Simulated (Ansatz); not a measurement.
# LaGaS3 (model cell, started as cubic perovskite with Ga in the octahedra): a soft mode frozen in, part 3 of 3

Which phase does LaGaS3 (model cell, started as cubic perovskite with Ga in the octahedra) fall into along its unstable mode, and how much energy does it gain?

Ansatz 0.2.0; DFT PBEsol, scalar-relativistic, plane waves, PAW; PAW set soft_1.

So far, highest frequency on the path or at a solved wavevector (cm⁻¹): step 2 (phonons on a q mesh) 431. Also lowest frequency on the path (cm⁻¹): step 2 -185.

The structure was built from a prototype and need not be the compound's stable phase.

## 6. Relaxation from the frozen mode

Starting from the lowest point found, all atoms and the cell are let go, so that strain and other modes of the same symmetry can join in.

Contents of input.yaml:

```yaml
crystal:
  lattice:
    - [0.0, -4.6785878409, -4.6785878409]
    - [0.0, -4.6785878409, 4.6785878409]
    - [-9.3571756818, -4.6785878409, 0.0]
  atoms:
    - { symbol: La, position: [0.25, 0.25, 0.5] }
    - { symbol: La, position: [0.75, 0.75, 0.5] }
    - { symbol: La, position: [0.0, 0.0, 1.0] }
    - { symbol: La, position: [0.5, 0.5, 1.0] }
    - { symbol: Ga, position: [0.375, 0.875, 0.25] }
    - { symbol: Ga, position: [0.875, 0.375, 0.25] }
    - { symbol: Ga, position: [0.125, 0.625, 0.75] }
    - { symbol: Ga, position: [0.625, 0.125, 0.75] }
    - { symbol: S, position: [0.0608780875, 0.0608780875, 0.25] }
    - { symbol: S, position: [0.6891219125, 0.6891219125, 0.25] }
    - { symbol: S, position: [0.9391219125, 0.9391219125, 0.75] }
    - { symbol: S, position: [0.3108780875, 0.3108780875, 0.75] }
    - { symbol: S, position: [0.5608780875, 0.1891219125, 0.25] }
    - { symbol: S, position: [0.1891219125, 0.5608780875, 0.25] }
    - { symbol: S, position: [0.4391219125, 0.8108780875, 0.75] }
    - { symbol: S, position: [0.8108780875, 0.4391219125, 0.75] }
    - { symbol: S, position: [0.5, 0.0, 0.0] }
    - { symbol: S, position: [0.0, 0.5, 0.0] }
    - { symbol: S, position: [0.25, 0.75, 0.5] }
    - { symbol: S, position: [0.75, 0.25, 0.5] }
kpoints:
  mp_grid: { grid: [6, 6, 6] }
hamiltonian:
  xc: pbesol
  pseudopotentials: { kind: paw, azcp: { folder: soft_1 }, xc_functional: pbe }
scf:
  occupations: { method: methfessel_paxton, width: 0.2 }
output:
  forces: true
  stress: true
  eigenvalues: true
relax:
  adjacent_minimum: "off"
  f_tol: 0.002
  max_steps: 120
  cell: { stress_tol: 0.03 }
```

Started as:

```bash
> ansatz run input.yaml --threads 8 --pin off --max-ram 16384MiB --backend cpu --events-out ev --progress --plain --runs-dir out
```

Numbers of over 12 decimals in the logs are rounded to 6 here.

Output:

```text
[...]
Crystal: 20 atoms, lattice volume = 409.642 Å³
Basis set: ecut = 420 eV, 8023 PW (Γ), exchange–correlation on 90×90×144 points (8 copies of the dense FFT grid, shifted against one another)
Bands: 104, of which v1, the nominal top of the filled ones, is band 84 counted from 1 (83 counted from 0)
Symmetry: 16 space group operations
[...]
k-points: 30 of 216
[...]
SCF iter   1: F=—  HF=-50265.864108 eV  |F-HF|=—  |Δ(HF+E_count)|=         —  Δρ=4.57e-2  dr2=1.62e1  ethr=3.10e-3  ⟨swp⟩=6.0  Hψ=12080  notcnv=0
[...]
SCF iter  11: F=-50262.567541 eV  HF=-50262.567541 eV  |F-HF|=2.20e-8  |Δ(HF+E_count)|=   4.10e-8  S|Δr|=    0.00e0  Δρ=1.49e-6  dr2=3.14e-8  ethr=5.95e-11  ⟨swp⟩=20.5  Hψ=23009  notcnv=0
SCF 1 converged in 11 iterations: F = -50262.567541 eV  dr2 = 3.14e-8
[...]
relax step   1: F+E_penalty+E_count = -50262.56754126 eV  Δ(F+E_penalty+E_count) = +0.000e0 eV  max|allowed force component| = 9.232e-2 eV/Å  Δτ_max = 0.0000 Å  P = +0.803 GPa  Ω = 409.642 Å³  (11 SCF iters, dr2 threshold 1.00e-7 eV, accepted)
Crystal: 20 atoms, lattice volume = 408.873 Å³
Basis set: ecut = 420 eV, 8017 PW (Γ), exchange–correlation on 90×90×144 points (8 copies of the dense FFT grid, shifted against one another)
[...]
SCF iter   8: F=-50262.941619 eV  HF=-50262.941619 eV  |F-HF|=2.26e-7  |Δ(HF+E_count)|=   4.85e-7  S|Δr|=    0.00e0  Δρ=4.45e-6  dr2=3.17e-7  ethr=1.19e-9  ⟨swp⟩=17.7  Hψ=20385  notcnv=0
SCF 2 converged in 8 iterations: F = -50262.941619 eV  dr2 = 3.17e-7
[...]
relax step   2: F+E_penalty+E_count = -50262.94161864 eV  Δ(F+E_penalty+E_count) = -3.741e-1 eV  max|allowed force component| = 1.310e-1 eV/Å  Δτ_max = 0.0730 Å  P = +0.562 GPa  Ω = 408.873 Å³  energy of the carried Pulay correction = +1.264e-4 eV  (8 SCF iters, dr2 threshold 2.00e-6 eV, accepted)
Crystal: 20 atoms, lattice volume = 408.239 Å³
Basis set: ecut = 420 eV, 7977 PW (Γ), exchange–correlation on 90×90×144 points (8 copies of the dense FFT grid, shifted against one another)
[...]
SCF iter   7: F=-50263.116598 eV  HF=-50263.116598 eV  |F-HF|=1.03e-7  |Δ(HF+E_count)|=   7.11e-7  S|Δr|=    0.00e0  Δρ=8.14e-6  dr2=4.21e-7  ethr=1.19e-9  ⟨swp⟩=25.8  Hψ=24448  notcnv=0
the search or the solves at the SCF's close seem to have found levels that the self-consistency loop had missed (the run counts 1). By its estimate they hold under 1e-12 electrons; where the run keeps them, the occupations were computed again with them
SCF 3 converged in 7 iterations: F = -50263.116598 eV  dr2 = 4.21e-7
relax step   3: F+E_penalty+E_count = -50263.11659815 eV  Δ(F+E_penalty+E_count) = -1.750e-1 eV  max|allowed force component| = 1.227e-1 eV/Å  Δτ_max = 0.0529 Å  P = +0.238 GPa  Ω = 408.239 Å³  energy of the carried Pulay correction = +2.306e-4 eV  (7 SCF iters, dr2 threshold 2.00e-6 eV, accepted)
[...]
relax step   4: F+E_penalty+E_count = -50263.13720373 eV  Δ(F+E_penalty+E_count) = -2.061e-2 eV  max|allowed force component| = 3.108e-2 eV/Å  Δτ_max = 0.0337 Å  P = -0.305 GPa  Ω = 410.584 Å³  energy of the carried Pulay correction = -1.545e-4 eV  (6 SCF iters, dr2 threshold 9.41e-7 eV, accepted)
[...]
relax step   5: F+E_penalty+E_count = -50263.13974685 eV  Δ(F+E_penalty+E_count) = -2.543e-3 eV  max|allowed force component| = 1.142e-2 eV/Å  Δτ_max = 0.0052 Å  P = +0.074 GPa  Ω = 408.859 Å³  energy of the carried Pulay correction = +1.286e-4 eV  (5 SCF iters, dr2 threshold 4.15e-7 eV, accepted)
[...]
relax step   6: F+E_penalty+E_count = -50263.13985001 eV  Δ(F+E_penalty+E_count) = -1.032e-4 eV  max|allowed force component| = 4.571e-3 eV/Å  Δτ_max = 0.0020 Å  P = -0.011 GPa  Ω = 409.277 Å³  energy of the carried Pulay correction = +5.996e-5 eV  (5 SCF iters, dr2 threshold 2.06e-8 eV, accepted)
[...]
relax step   7: F+E_penalty+E_count = -50263.13984160 eV  Δ(F+E_penalty+E_count) = +8.410e-6 eV  max|allowed force component| = 9.677e-3 eV/Å  Δτ_max = 0.0021 Å  P = +0.005 GPa  Ω = 409.205 Å³  energy of the carried Pulay correction = +7.182e-5 eV  (7 SCF iters, dr2 threshold 1.31e-9 eV, rejected (line search))
[...]
relax step   8: F+E_penalty+E_count = -50263.13987576 eV  Δ(F+E_penalty+E_count) = -2.575e-5 eV  max|allowed force component| = 1.628e-5 eV/Å  Δτ_max = 0.0007 Å  P = -0.000 GPa  Ω = 409.222 Å³  energy of the carried Pulay correction = +6.897e-5 eV  (8 SCF iters, accepted)
Basis set: ecut = 420 eV, 7985 PW (Γ), exchange–correlation on 90×90×150 points (8 copies of the dense FFT grid, shifted against one another)
[...]
SCF iter   6: F=-50263.140733 eV  HF=-50263.140733 eV  |F-HF|=1.46e-11  |Δ(HF+E_count)|=  2.11e-10  S|Δr|=    0.00e0  Δρ=7.22e-8  dr2=8.73e-12  ethr=1.00e-12  ⟨swp⟩=7.4  Hψ=13407  notcnv=0
SCF 9 converged in 6 iterations: F = -50263.140733 eV  dr2 = 8.73e-12
relax step   9: F+E_penalty+E_count = -50263.14073314 eV  Δ(F+E_penalty+E_count) = -8.574e-4 eV  max|allowed force component| = 2.827e-5 eV/Å  Δτ_max = 0.0000 Å  P = +0.004 GPa  Ω = 409.222 Å³  stress off target by 1.65e-2 GPa  SCF on the basis re-selected at this cell (its energy is not comparable with the rows above)  (6 SCF iters)
basis re-selected at this cell: Δ(F+E_penalty+E_count) = -8.574e-4 eV, ΔP = +0.004 GPa vs the last step (what re-selecting the basis moved, of the pressure what is left beyond the Pulay correction that the steps carried, after the strain that the cell walked since its last selection, with what the two solves' SCF thresholds leave and, on support functions, any second-order correction that the steps lacked; it is no measure of the basis error at this ecutwfc). The dense FFT grid was sized anew with the basis: this SCF ran on 45×45×75 points, the steps before it on 45×45×72, so part of this shift can come from that change (see relax.cell in the input reference). [rest of the remark cut]
SCF converged after 6 iterations
[...]
Free energy (F): -50263.140733 eV
[...]
Internal energy: -50263.161231 eV  (E = F + TS)
E sigma→0 (E₀):  -50263.145858 eV
Entropy (-TS):   0.020498 eV (1.025 meV/atom)
Fermi energy:    9.108639 eV
[...]
--- Forces (eV/Å), atoms counted from 1 ---
  atom   1  La    -0.00000000     0.00000000     0.00000000
  atom   2  La     0.00000000    -0.00000000    -0.00000000
  atom   3  La     0.00000000     0.00000000    -0.00000000
  atom   4  La     0.00000000     0.00000000    -0.00000000
  atom   5  Ga    -0.00002640     0.00000000    -0.00000000
  atom   6  Ga    -0.00002640     0.00000000     0.00000000
  atom   7  Ga     0.00002640    -0.00000000    -0.00000000
  atom   8  Ga     0.00002640    -0.00000000     0.00000000
  atom   9  S      0.00002181     0.00002827    -0.00000000
  atom  10  S      0.00002181    -0.00002827     0.00000000
  atom  11  S     -0.00002181    -0.00002827     0.00000000
  atom  12  S     -0.00002181     0.00002827    -0.00000000
  atom  13  S      0.00002181     0.00000000     0.00002827
  atom  14  S      0.00002181    -0.00000000    -0.00002827
  atom  15  S     -0.00002181     0.00000000    -0.00002827
  atom  16  S     -0.00002181     0.00000000     0.00002827
  atom  17  S     -0.00000000    -0.00000000    -0.00000000
  atom  18  S      0.00000000    -0.00000000    -0.00000000
  atom  19  S      0.00000000    -0.00000000    -0.00000000
  atom  20  S     -0.00000000     0.00000000     0.00000000
  max |Σ_I F_I| component: 2.08e-17 eV/Å
--- Stress (GPa, compression-positive) ---
        0.016520       0.000000      -0.000000
        0.000000      -0.002084      -0.000000
       -0.000000      -0.000000      -0.002084
  P = ⅓ Tr σ = 0.0041 GPa (0.041 kbar)
--- Band table (eV; the first three rows and the last of 30) ---
  k-point 0: bands = [... 80 lower, 8.7073, 8.7073, 9.0399, 9.0399, 9.2968, 10.4610, 11.2327, 11.2922, ... 16 higher]
  k-point 1: bands = [... 80 lower, 8.7291, 8.7291, 9.0245, 9.0245, 9.4167, 10.5172, 11.0597, 11.1337, ... 16 higher]
  k-point 2: bands = [... 80 lower, 8.7774, 8.7774, 8.9911, 8.9911, 9.6743, 10.5348, 10.5570, 11.0642, ... 16 higher]
  k-point 29: bands = [... 80 lower, 8.2485, 8.3071, 8.6055, 8.7614, 10.9607, 10.9998, 11.0591, 11.0709, ... 16 higher]
--- Relaxed structure (8 steps of the walk, 7 accepted, 1 SCFs on fresh bases) ---
  F+E_penalty+E_count = -50263.14073314 eV   max|allowed force component| = 2.827e-5 eV/Å   (the final SCF, on the basis selected at the relaxed cell)
  cell:  # Å, volume = 409.2219 Å³
    - [0, -4.543917, -4.543917]
    - [0, -4.543917, 4.543917]
    - [-9.909874, -4.543917, 0]
  atoms:
    - { symbol: La, position: [0.250000, 0.250000, 0.500000] }
    - { symbol: La, position: [0.750000, 0.750000, 0.500000] }
    - { symbol: La, position: [-1.8654833007964583e-19, 1.8654833007964583e-19, 1.000000] }
    - { symbol: La, position: [0.500000, 0.500000, 1.000000] }
    - { symbol: Ga, position: [0.374547, 0.874547, 0.250905] }
    - { symbol: Ga, position: [0.874547, 0.374547, 0.250905] }
    - { symbol: Ga, position: [0.125453, 0.625453, 0.749095] }
    - { symbol: Ga, position: [0.625453, 0.125453, 0.749095] }
    - { symbol: S, position: [0.051069, 0.051069, 0.251092] }
    - { symbol: S, position: [0.697839, 0.697839, 0.251092] }
    - { symbol: S, position: [0.948931, 0.948931, 0.748908] }
    - { symbol: S, position: [0.302161, 0.302161, 0.748908] }
    - { symbol: S, position: [0.551069, 0.197839, 0.251092] }
    - { symbol: S, position: [0.197839, 0.551069, 0.251092] }
    - { symbol: S, position: [0.448931, 0.802161, 0.748908] }
    - { symbol: S, position: [0.802161, 0.448931, 0.748908] }
    - { symbol: S, position: [0.500000, 0.0, 0] }
    - { symbol: S, position: [0.0, 0.500000, 0] }
    - { symbol: S, position: [0.250000, 0.750000, 0.500000] }
    - { symbol: S, position: [0.750000, 0.250000, 0.500000] }
```

It took 2.4 min on 8 threads of Arm Neoverse V1, shared host; peak memory 2.6 GiB.

Step by step:

```
step  energy less that of the first step (eV)  largest force component (eV/Å)  pressure (GPa)  volume (Å³)
   1                                   0.0000                          0.0923            0.80       409.64
   2                                  -0.3741                          0.1310            0.56       408.87
   3                                  -0.5491                          0.1227            0.24       408.24
   4                                  -0.5697                          0.0311           -0.30       410.58
   5                                  -0.5722                          0.0114            0.07       408.86
   6                                  -0.5723                          0.0046           -0.01       409.28
   7                                  -0.5723                          0.0097            0.01       409.20
   8                                  -0.5723                          0.0000            0.00       409.22
  9*                                  -0.5732                          0.0000            0.00       409.22
```

Relaxation steps marked * repeat the geometry before them on a plane-wave basis chosen anew for their cell, so energy and pressure can jump there. Relaxation step 7 was tried and not accepted.

The run keeps the 16 symmetry operations that it works with, so distortions that break them were not tested.

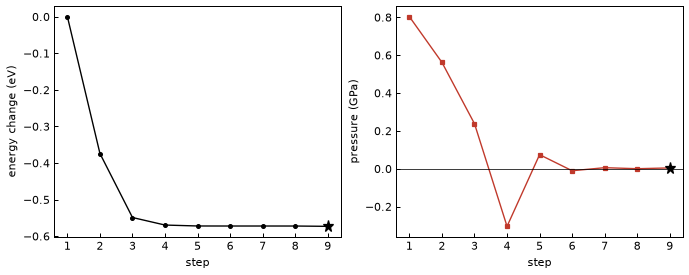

Energy and pressure along the relaxation. Stars mark steps on a basis chosen anew.

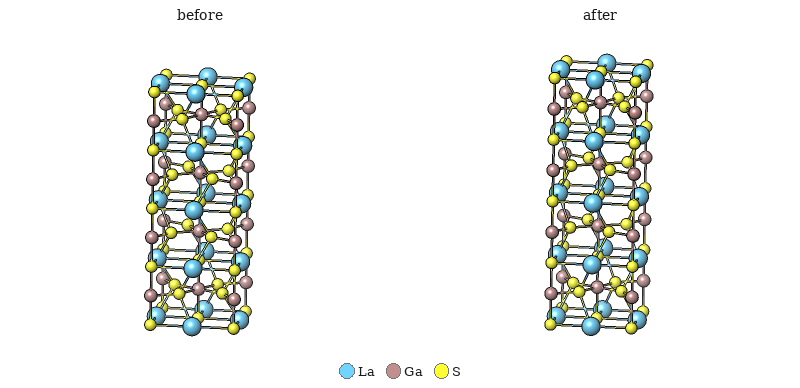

The structure before and after the relaxation, drawn at the same scale.

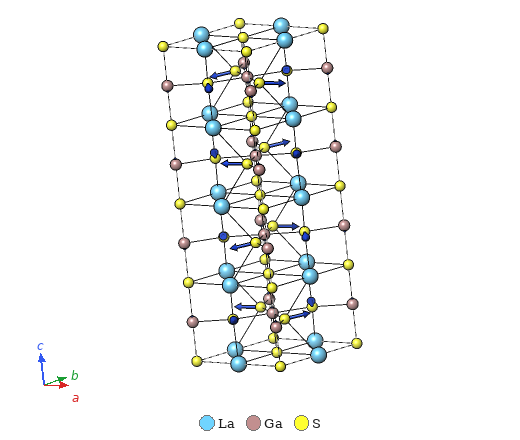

Displacements in the relaxation, exaggerated, measured against the changing cell; the longest in the cell stands for 0.08 Å. Some periodic images of atoms are drawn too.

```csv
"conventional cell, symmetrised",before,after,change
a (Å),6.617,6.426,-2.9 %
b (Å),6.617,6.426,-2.9 %
c (Å),18.714,19.820,+5.9 %
volume (Å³/atom),20.48,20.46,-0.1 %
```

The atoms that moved most (Å, as changes of fractional coordinates times the final cell):

```
atom      dx      dy      dz  length
 S16   0.011   0.000   0.084   0.085
 S12   0.011   0.084   0.000   0.085
 S10  -0.011  -0.084   0.000   0.085
 S15   0.011   0.000  -0.084   0.085
  S9  -0.011   0.084   0.000   0.085
 S13  -0.011   0.000   0.084   0.085
 S14  -0.011   0.000  -0.084   0.085
 S11   0.011  -0.084   0.000   0.085
```

The relaxed structure:

```xyz
20
Lattice="0.0000 -4.5439 -4.5439 0.0000 -4.5439 4.5439 -9.9099 -4.5439 0.0000" Properties=species:S:1:pos:R:3 pbc="T T T"
La   -4.9549   -4.5439    0.0000
La   -4.9549   -9.0878    0.0000
La   -9.9099   -4.5439    0.0000
La   -9.9099   -9.0878    0.0000
Ga   -2.4864   -6.8159    2.2720
Ga   -2.4864   -6.8159   -2.2720
Ga   -7.4234   -6.8159    2.2720
Ga   -7.4234   -6.8159   -2.2720
S    -2.4883   -1.6050    0.0000
S    -2.4883   -7.4828    0.0000
S    -7.4216  -12.0267    0.0000
S    -7.4216   -6.1490    0.0000
S    -2.4883   -4.5439   -1.6050
S    -2.4883   -4.5439    1.6050
S    -7.4216   -9.0878    1.6050
S    -7.4216   -9.0878   -1.6050
S     0.0000   -2.2720   -2.2720
S     0.0000   -2.2720    2.2720
S    -4.9549   -6.8159    2.2720
S    -4.9549   -6.8159   -2.2720
```

Numbers from this step:

* pressure: 0.004117 GPa
* volume per atom: 20.46 Å³
* gap on the k-mesh: 0.2491 eV

The distorted start has space group I4/mcm; the relaxation ends in I4/mcm.

## 7. The phases reached

The phases reached along the modes that were followed are set side by side.

Energies are those of the first relaxation, on the mesh of the frozen mode; space group, volume and gap are those of the last relaxation. Phases, by row:

```
                   mode frozen in  space group  energy from parent (meV/atom)  volume (Å³/atom)  gap on mesh (eV)  lowest zone-centre optical mode (cm⁻¹)  largest shift (Å)
                           parent        Pm-3m                              0             20.48                 0                                       –                  –
q = (-0.5, -0.5, -0.5), 185i cm⁻¹       I4/mcm                         -155.6             20.42             0.266                                     -75              0.672
q = (-0.5, -0.5, -0.5), 185i cm⁻¹         R-3c                         -178.2             20.55             0.455                                   -43.1              0.604
q = (-0.5, -0.5, -0.5), 185i cm⁻¹         Imma                         -173.7             20.84              0.31                                   -71.6               0.66
q = (0.25, -0.5, -0.5), 174i cm⁻¹       I4/mcm                         -144.1             20.46             0.249                                       –              0.667
```

## 8. Summary of results

```
unstable mode of the parent                                                      : q = (0.25, -0.5, -0.5), 174i cm⁻¹
depth at the lowest point sampled                                                : 116 meV/atom
largest atomic shift at that point                                               : 0.6 Å
space group reached (within 0.01 Å)                                              : I4/mcm
energy gained over the parent (first relaxation, on the mesh of the frozen mode) : 144 meV/atom
volume per atom, phase reached                                                   : 20.5 Å³
gap on the k-mesh, phase reached                                                 : 0.249 eV
```

What this shows: Along this mode the structure falls into I4/mcm, 144 meV/atom below the parent. At the parent's cell the well is 115.8 meV/atom deep on the steps tried, with its lowest point at a shift of 0.6 Å. That is the last step tried, so the steps alone don't bracket the bottom of the well. Relaxing atoms and cell changes the gain by +28.35 meV/atom against the lowest step (energies at zero smearing). The modes of the phase reached were not computed on this path. Of the 4 patterns followed to their end from this parent, this one ends 34.0 meV/atom above the lowest, R-3c. Each path keeps the symmetry of its pattern, so a lower phase may lie along a pattern not tried. With no gap, or one that is small against the smearing, the frequencies hang on the k mesh and the smearing, most of all near Kohn anomalies. Spin-orbit coupling is left out, which can matter for the heavy elements here. The PAW files were made for PBE and serve the other functionals too. A phonon run warned that its eigensolver left some bands unconverged in a pass. The starting cell was built on a prototype and not taken from a measurement, so the phase need not exist.

[Logs are printed without paths, hosts, clocks, repeated set-up lines and the standing remarks that a program may print on its own settings, such as how far it seeks lower states.]

[Hosts, paths, dates, database ids (printed as entryN), source tags and the programs' standing remarks are cut or masked in the printed files.]
